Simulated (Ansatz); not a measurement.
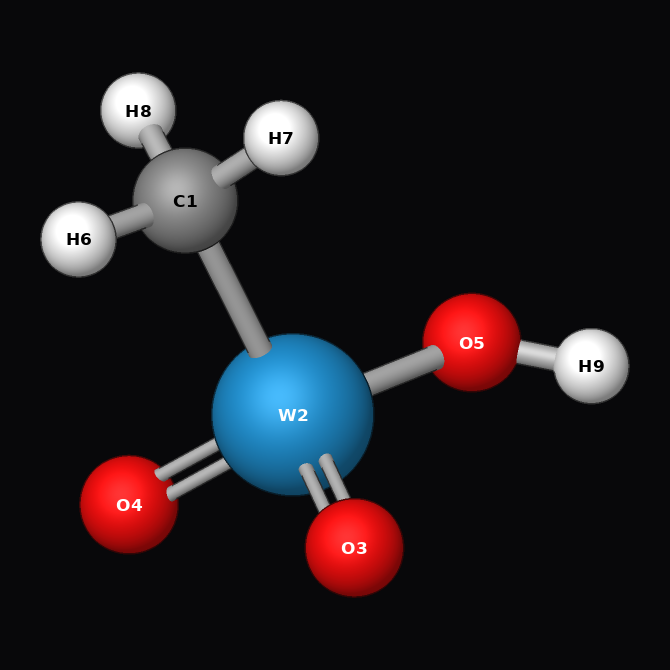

The questions are on Mulliken charges. Charge 0, singlet. Computed geometry: PBE0-D4/def2-TZVP optimisation. Properties computed with RKS PBE-D4/def2-TZVPP, core potentials on W (Ansatz 0.2.0).

Question: Which atom carries the highest charge (most positive or least negative)?

Answer: W2 (0.94 e).

Question: And the lowest?

Answer: C1 (−0.46 e).

List the Mulliken charges.

| atom | value (e) |
| --- | --- |
| C1 | −0.46 |
| W2 | 0.94 |
| O3 | −0.35 |
| O4 | −0.35 |
| O5 | −0.37 |
| H6 | 0.13 |
| H7 | 0.12 |
| H8 | 0.12 |
| H9 | 0.21 |

Mulliken values depend strongly on the basis set and can even reverse the polarity of a bond.
